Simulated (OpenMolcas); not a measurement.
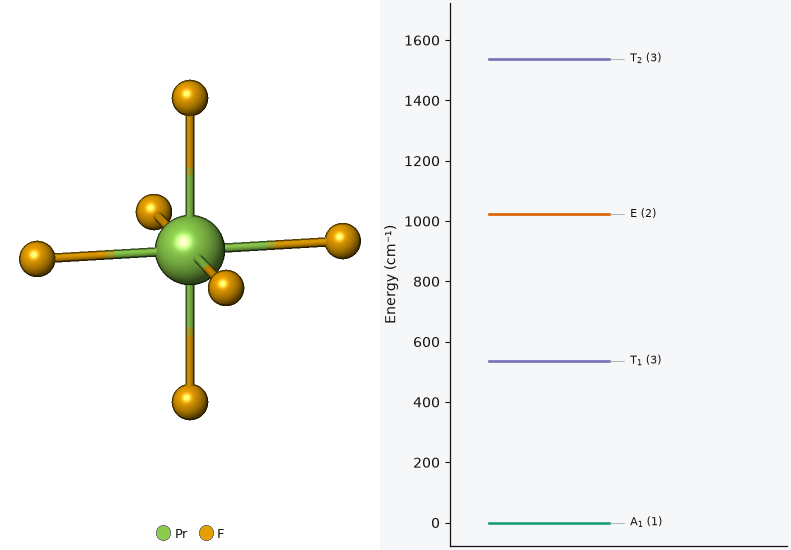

Pr³⁺ (4f²) as a dopant in Cs₂NaYF₆, a cluster with its 6 nearest F⁻ at 2.158 Å (octahedron) embedded in model potentials and point charges; the geometry was set, not optimised, and its levels. Labels give the representation in O, Td, D4 or D3 as the site allows (double group for half-integer spin) where it could be assigned and, in brackets, the degeneracy; spin-free states, where drawn, share the zero of the spin-orbit levels. Computed with OpenMolcas: state-averaged CASSCF, active space 2 electrons in the shell 4f, basis ANO-RCC-VDZP on all atoms, DKH2 scalar Hamiltonian, spin-orbit coupling by RASSI with atomic mean-field integrals.

Question: Give the ground level and the first gap.

Answer: The ground level is A₁, non-degenerate, 98 % from states of spin multiplicity 3, effective J = 4.02, with |mJ| = 0 the largest share (58 %). The next level lies at 536 cm⁻¹ (T₁). The lowest J multiplet spreads over 1,540 cm⁻¹. The active orbitals hold 98 to 100 % metal character (Löwdin), and the Mulliken charge of the metal is +2.32.

Known limits: the geometry is set by hand, with no relaxation and no charge compensation.
